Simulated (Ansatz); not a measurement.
# AlH3N2 (SMILES [NH-][Al+][NH2]): what the fields show

Input

```
basis:
  gaussian:
    orbitals: def2-TZVPD
crystal:
  periodic: [false, false, false]
  atoms:
    - {symbol: Al, position_ang: [-0.340960, -0.278305, 1.646965]}
    - {symbol: N, position_ang: [-1.606439, 0.773301, 1.357438]}
    - {symbol: "N", position_ang: [0.760578, -1.643952, 1.542192]}
    - {symbol: H, position_ang: [-1.827114, 1.631976, 1.843345]}
    - {symbol: H, position_ang: [1.624124, -1.647185, 1.022250]}
    - {symbol: H, position_ang: [0.678110, -2.491182, 2.082083]}
output:
  forces: true
  orbitals: {seedname: orbitals}
hamiltonian:
  xc: pbe0
```

Run with:

```sh
ansatz run input.yaml --threads 2 --pin off --max-ram 4350MiB --events-out events.jsonl --progress --plain --runs-dir runs
```

Geometry: r2SCAN-D4/def2-TZVP.

Computed with Ansatz, isolated molecule in a Gaussian basis; Kohn-Sham density functional theory, functional PBE0.

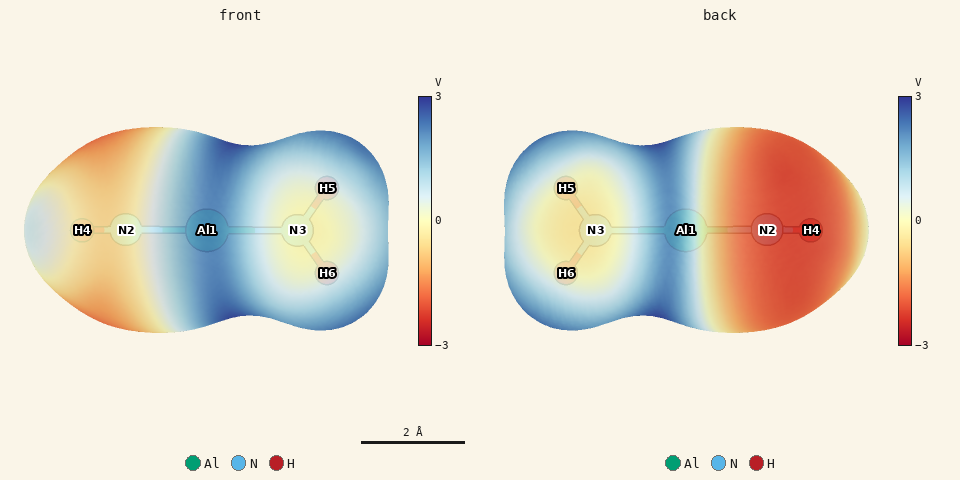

Figure 1. The electrostatic potential painted on the density surface at 0.002 e/bohr³, seen from the front and from behind; the colour scale runs from red (negative) to blue (positive).

Describe the electrostatic potential map.

Answer. The most negative region (about −2.3 V) lies over N2, the most positive (about +2.7 V) over Al1. N2 is the likeliest acceptor of a hydrogen bond.

What dipole moment does the calculation give?

Answer. Its dipole moment is 4.54 D.

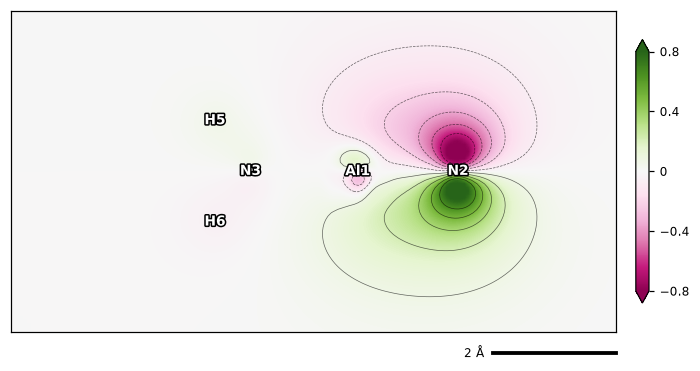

Figure 2. One frontier orbital on the plane of atoms H5, N3 and H6 (values in Å⁻³ᐟ²; the overall sign is arbitrary).

Which orbital is it: HOMO or LUMO?

Answer. The HOMO, at −6.21 eV. By Hirshfeld shares it lies mainly on N2 (about 70 %) and Al1 (about 25 %).

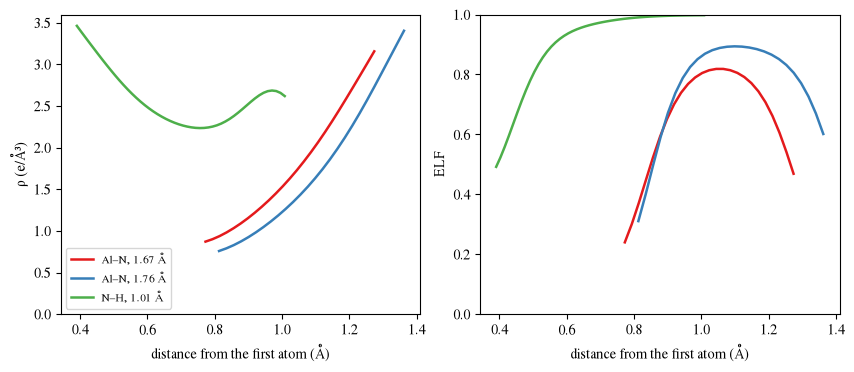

Figure 3. Total electron density and ELF along straight lines between neighbouring atoms. The curves leave out the atomic cores.

Compare the contacts.

Answer. Al–N (1.67 Å): ρ is about 0.98 e/Å³ halfway; the ELF peaks at about 0.80 in the valence shell of N, 0.6 Å from its nucleus, and is about 0.45 at the midpoint.
Al–N (1.76 Å): the density is about 0.87 e/Å³ at the midpoint; the ELF peaks at about 0.90 in the valence shell of N, 0.7 Å from its nucleus, and is about 0.60 at the midpoint.
N–H (1.01 Å): ρ is about 2.9 e/Å³ halfway; the ELF climbs to about 1 towards the hydrogen, as it does in any bond to H (an ordinary covalent bond to hydrogen).
